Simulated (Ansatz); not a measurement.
# YIn2Mo: relaxing a made-up structure, part 2 of 2

This structure for YIn2Mo is made up. Its elements were placed in a known structure type with a cell scaled to their sizes. What cell does the guess relax to, and how far off was it?

Ansatz 0.2.0; DFT, PBE, plane-wave PAW, files of the set soft_1, scalar-relativistic, no spin, cell and ions relaxed at zero pressure; PAW set soft_1 (the session's first sound run).

So far: Set-up; Relaxing cell and atoms.

## (2) Relaxing cell and atoms (continued)

Step by step:

```csv
step,energy less that of the first step (eV),largest force component (eV/Å),pressure (GPa),volume (Å³)
1,0.0000,0.8575,1.63,186.73
2,-0.3849,0.3856,-0.62,187.58
3,-0.4731,0.0772,-0.32,187.31
4,-0.4838,0.0231,0.29,186.06
5,-0.4847,0.0139,-0.05,186.88
6,-0.4847,0.0019,-0.01,186.77
7*,-0.4847,0.0021,-0.01,186.77
```

Relaxation steps marked * repeat the geometry before them on a plane-wave basis chosen anew for their cell, so energy and pressure can jump there.

Forces are held to the 8 operations that the run works with; a distortion that breaks them can't arise in this run.

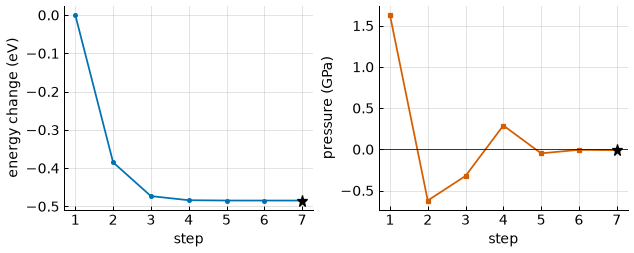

Energy and pressure along the relaxation. Stars mark steps on a basis chosen anew.

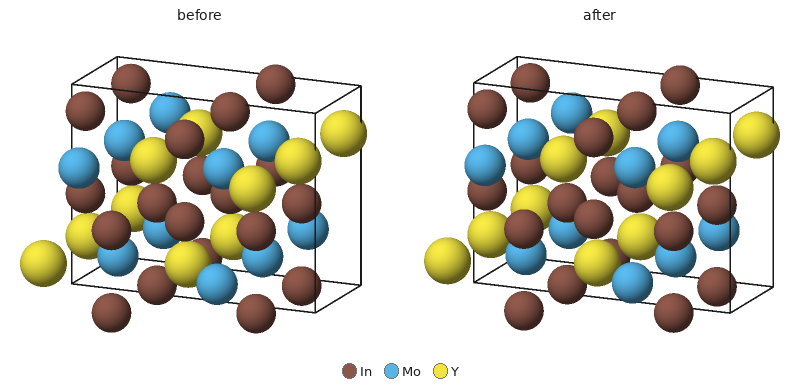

Before and after, at one scale.

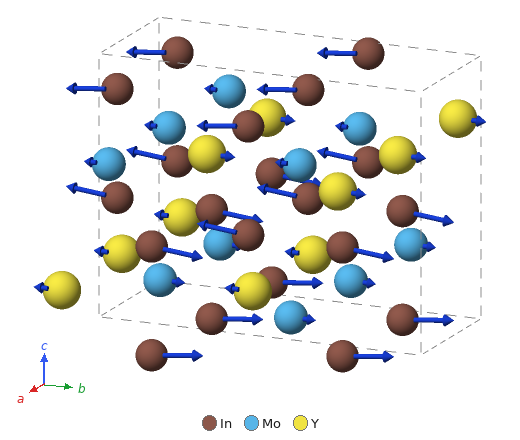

Displacements in the relaxation, exaggerated, measured against the changing cell; the longest in the cell stands for 0.15 Å. 2×1×1 conventional cells are drawn. Some periodic images of atoms are drawn too.

```csv
"conventional cell, symmetrised",before,after,change
a (Å),4.399,4.180,-5.0 %
b (Å),10.455,10.990,+5.1 %
c (Å),8.120,8.130,+0.1 %
volume (Å³/atom),23.34,23.35,+0.0 %
```

The atoms that moved most (Å, as changes of fractional coordinates times the final cell):

| atom | dx | dy | dz | length |
| --- | --- | --- | --- | --- |
| In1 | 0.000 | -0.154 | 0.016 | 0.155 |
| In3 | 0.000 | -0.154 | -0.016 | 0.155 |
| In2 | 0.000 | 0.154 | -0.016 | 0.155 |
| In4 | 0.000 | 0.154 | 0.016 | 0.155 |
| Y8 | 0.000 | -0.055 | 0.000 | 0.055 |
| Y7 | 0.000 | 0.055 | 0.000 | 0.055 |
| Mo6 | 0.000 | -0.048 | 0.000 | 0.048 |
| Mo5 | 0.000 | 0.048 | 0.000 | 0.048 |

This step gave:

```yaml
free_energy: -40000.4936 eV
energy_at_zero_smearing: -40000.4603 eV
smearing_term_ts: 0.06664 eV
fermi_energy: 12.49 eV
electrons: 102
symmetry_operations: 8
pressure: -0.009918 GPa
```

Shortest distances by pair of elements, guess and relaxed (not always the same contact):

```
 pair  guess (Å)  relaxed (Å)
In–Mo      2.761        2.800
 Mo–Y      3.009        3.059
In–In      3.117        3.077
 In–Y      3.346        3.275
Mo–Mo      4.399        4.180
```

The relaxation ends with a largest force component of 0.0021 eV/Å and a pressure of -0.01 GPa.

## (3) Electronic structure of the relaxed cell

With the geometry fixed, one more self-consistent run, with a narrower smearing and the mesh shown in its input, gives the bands, and its pressure, and its forces where symmetry allows any, show how far the geometry depends on these settings.

This step: DFT, PBE, plane-wave PAW, files of the set soft_1, scalar-relativistic, no spin, bands and density of states at the relaxed cell; PAW set soft_1 (Ansatz 0.2.0).

Input file input.yaml:

```yaml
crystal:
  lattice:
    - [2.0902434231, -5.4951880838, 0.0]
    - [2.0902434231, 5.4951880838, 0.0]
    - [0.0, 0.0, 8.1301272917]
  atoms:
    - { symbol: In, position: [0.3640957011, 0.6359042989, 0.0454193569] }
    - { symbol: In, position: [0.6359042989, 0.3640957011, 0.9545806431] }
    - { symbol: In, position: [0.3640957011, 0.6359042989, 0.4545806431] }
    - { symbol: In, position: [0.6359042989, 0.3640957011, 0.5454193569] }
    - { symbol: Mo, position: [0.2124029813, 0.7875970187, 0.75] }
    - { symbol: Mo, position: [0.7875970187, 0.2124029813, 0.25] }
    - { symbol: "Y", position: [0.0659601717, 0.9340398283, 0.25] }
    - { symbol: "Y", position: [0.9340398283, 0.0659601717, 0.75] }
kpoints:
  mp_grid: { grid: [8, 8, 4] }
  band_path:
    path:
      - [[0.0, 0.0, 0.0], [0.28617167, 0.28617167, 0.0], [0.0, 0.5, 0.0], [0.0, 0.5, 0.5], [0.28617167, 0.28617167, 0.5], [0.0, 0.0, 0.5], [0.0, 0.0, 0.0], [-0.5, 0.5, 0.0], [-0.28617167, 0.71382833, 0.0], [-0.28617167, 0.71382833, 0.5], [-0.5, 0.5, 0.5], [-0.5, 0.5, 0.0]]
      - [[0.0, 0.0, 0.5], [-0.5, 0.5, 0.5]]
    npoints: 6
scf:
  occupations: { method: fermi_dirac, width: 0.03 }
  n_extra_bands: 12
hamiltonian:
  xc: pbe
  pseudopotentials: { kind: paw, azcp: { folder: soft_1 } }
output:
  forces: true
  stress: true
  write_bands: true
  dos: { projected: true }
  write_density: true
  write_potential: true
  elf: true
  volumetric_format: npy
```

Started as:

```console
$ ansatz run input.yaml --threads 4 --pin off --max-ram 10240MiB --backend cpu --events-out ev --progress --plain --runs-dir out
```

Numbers of over 12 decimals in the logs are rounded to 6 here.

What it wrote:

```text
[...]
Crystal: 8 atoms, lattice volume = 186.770 Å³
Basis set: ecut = 420 eV, 3623 PW (Γ), exchange–correlation on 80×80×120 points (8 copies of the dense FFT grid, shifted against one another)
Bands: 63, of which v1, the nominal top of the filled ones, is band 51 counted from 1 (50 counted from 0)
Symmetry: 8 space group operations
[...]
k-points: 63 of 256
[...]
SCF iter   1: F=—  HF=-40008.637441 eV  |F-HF|=—  |Δ(HF+E_count)|=         —  Δρ=1.16e-1  dr2=7.13e1  ethr=3.10e-3  ⟨swp⟩=6.2  Hψ=14053  notcnv=0
[...]
SCF iter  10: F=-40000.469806 eV  HF=-40000.469806 eV  |F-HF|=3.63e-8  |Δ(HF+E_count)|=   4.80e-8  Δρ=3.66e-6  dr2=4.75e-8  ethr=9.80e-11  ⟨swp⟩=16.3  Hψ=28536  notcnv=0
SCF 1 converged in 10 iterations: F = -40000.469806 eV  dr2 = 4.75e-8
[...]
NSCF: frozen V_eff on 74 k-points
SCF converged after 10 iterations
Free energy (F): -40000.469806 eV
[...]
Internal energy: -40000.442546 eV  (E = F + TS)
E sigma→0 (E₀):  -40000.456176 eV
Entropy (-TS):   -0.027260 eV (-3.407 meV/atom)
Fermi energy:    12.487480 eV
[...]
--- Forces (eV/Å), atoms counted from 1 ---
  atom   1  In    -0.00000000     0.01076324     0.01134283
  atom   2  In    -0.00000000    -0.01076324    -0.01134283
  atom   3  In    -0.00000000     0.01076324    -0.01134283
  atom   4  In     0.00000000    -0.01076324     0.01134283
  atom   5  Mo     0.00000000     0.00144310     0.00000000
  atom   6  Mo     0.00000000    -0.00144310     0.00000000
  atom   7  Y      0.00000000    -0.00685101     0.00000000
  atom   8  Y      0.00000000     0.00685101     0.00000000
  max |Σ_I F_I| component: 1.39e-17 eV/Å
--- Stress (GPa, compression-positive) ---
       -0.009878       0.000000       0.000000
        0.000000       0.011717       0.000000
        0.000000       0.000000      -0.052800
  P = ⅓ Tr σ = -0.0170 GPa (-0.170 kbar)
--- Band table (eV; the first three rows and the last of 63) ---
  k-point 0: bands = [... 47 lower, 12.1179, 12.1299, 12.4110, 12.6580, 12.8826, 13.0298, 13.1797, 13.7436, ... 8 higher]
  k-point 1: bands = [... 47 lower, 11.9150, 11.9263, 12.3016, 12.4930, 13.0059, 13.0909, 13.1227, 13.4870, ... 8 higher]
  k-point 2: bands = [... 47 lower, 11.5417, 12.0639, 12.0639, 12.7742, 12.7742, 13.1413, 13.1413, 13.4906, ... 8 higher]
  k-point 62: bands = [... 47 lower, 11.2663, 11.5236, 11.5236, 12.9407, 12.9407, 13.8517, 13.8517, 14.2313, ... 8 higher]
```

The job ended after 22 s (4 threads of Arm Neoverse V1, shared host; peak memory 1.1 GiB; 86 s of CPU time).

Numbers from this step:

| Quantity | Value |
| --- | --- |
| free energy | -40000.4698 eV |
| energy at zero smearing | -40000.4562 eV |
| smearing term TS | 0.02726 eV |
| pressure | -0.01699 GPa |

From bands.tsv, the bands that come nearest the Fermi level along the path, at its corners, in eV from the Fermi level:

```
point  band 47  band 48  band 49  band 50  band 51  band 52  band 53  band 54
    Γ    -0.60    -0.37    -0.36    -0.08     0.17     0.40     0.54     0.69
    X    -0.80    -0.76    -0.31    -0.28    -0.28     0.03     0.43     0.43
    S    -0.69    -0.62    -0.59    -0.54    -0.50     0.25     0.44     0.45
    R    -1.29    -1.29    -0.45    -0.45    -0.12    -0.12     0.42     0.42
    A    -1.02    -1.02    -0.77    -0.77     0.02     0.02     0.71     0.71
    Z    -0.95    -0.95    -0.42    -0.42     0.29     0.29     0.65     0.65
    Γ    -0.60    -0.37    -0.36    -0.08     0.17     0.40     0.54     0.69
    Y    -0.77    -0.77    -0.66    -0.17     0.18     0.38     0.94     0.97
   X1    -0.80    -0.76    -0.31    -0.28    -0.28     0.03     0.43     0.43
   A1    -1.02    -1.02    -0.77    -0.77     0.02     0.02     0.71     0.71
    T    -1.22    -1.22    -0.96    -0.96     0.45     0.45     1.36     1.36
    Y    -0.77    -0.77    -0.66    -0.17     0.18     0.38     0.94     0.97
    Z    -0.95    -0.95    -0.42    -0.42     0.29     0.29     0.65     0.65
    T    -1.22    -1.22    -0.96    -0.96     0.45     0.45     1.36     1.36
```

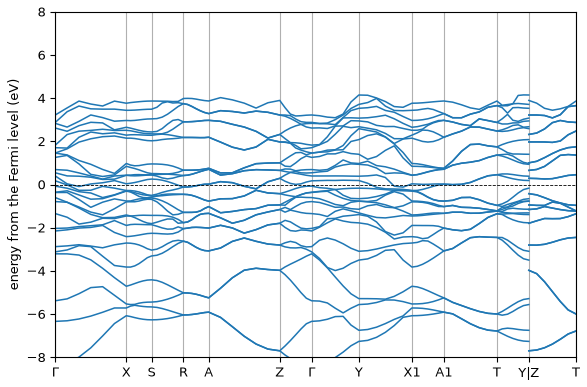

Bands along the path. 36 bands lie wholly below the window drawn.

Counts of states for the cell as run, both spins, by energy window (eV from the Fermi level):

```
from  to  total
  -8  -7   1.10
  -7  -6   2.32
  -6  -5   2.21
  -5  -4   1.88
  -4  -3   1.58
  -3  -2   4.88
  -2  -1   7.32
  -1   0   8.52
   0   1   7.13
   1   2   3.73
   2   3   7.33
```

Below -8 eV lie 72.1 more states.

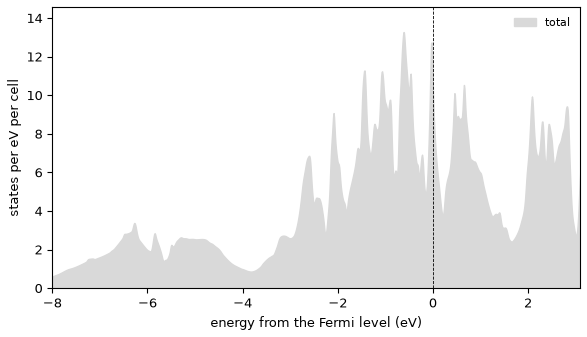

Total density of states, smoothed over about 0.04 eV.

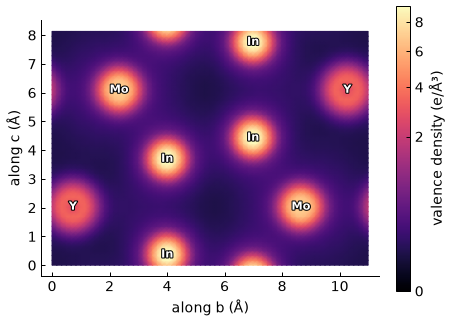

Valence density in the bc plane of the conventional cell at fractional x = 0.000, with atoms of In and Mo and Y within 0.2 Å of it. It is the smooth field of the valence electrons, not physical close to the nuclei. The colour scale is stretched toward low values.

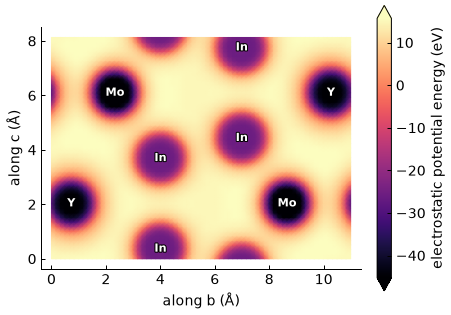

Electrostatic potential energy in the bc plane of the conventional cell at fractional x = 0.000, with atoms of In and Mo and Y within 0.2 Å of it. With pseudopotentials it is smooth inside the atoms' cores, unlike the true potential.

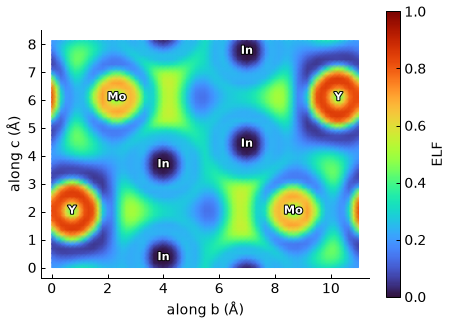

ELF in the bc plane of the conventional cell at fractional x = 0.000, with atoms of In and Mo and Y within 0.2 Å of it. It is the smooth field of the valence electrons, not physical close to the nuclei.

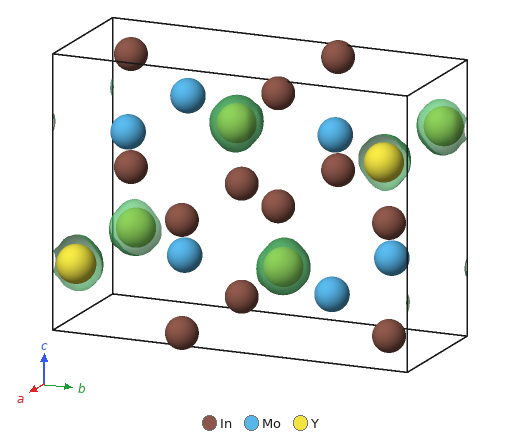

Surface of ELF = 0.79.

## (4) Summary of results

* space group, relaxed: Cmcm
* conventional cell: a = 4.180, b = 10.990, c = 8.130 Å; α = 90.0°, β = 90.0°, γ = 90.0°
* volume per atom: 23.35 Å³ (guess 23.34)

YIn2Mo relaxes to Cmcm with a = 4.180, b = 10.990 and c = 8.130 Å. The guessed volume was near the relaxed one. The space group Cmcm was held in the relaxation, so the end point is a stationary structure within it and may be a saddle against distortions or other arrangements. Bands cross the Fermi level, so it is a metal or semimetal at this level. On the 8×8×4 mesh with the narrower smearing (relaxed on 7×7×4) the largest force component is 0.011 eV/Å and the largest stress component is 0.053 GPa, against the relaxation's thresholds of 0.015 eV/Å and 0.05 GPa. The cutoff wasn't tested. No dispersion term is used, so weakly bound directions may come out too long. The runs have no spin, and magnetism wasn't tested. Nothing here tests whether the compound is stable against decomposition.

[Logs are printed without paths, hosts, clocks, repeated set-up lines and the standing remarks that a program may print on its own settings, such as how far it seeks lower states.]

[Hosts, paths, dates, database ids (printed as entryN), source tags and the programs' standing remarks are cut or masked in the printed files.]
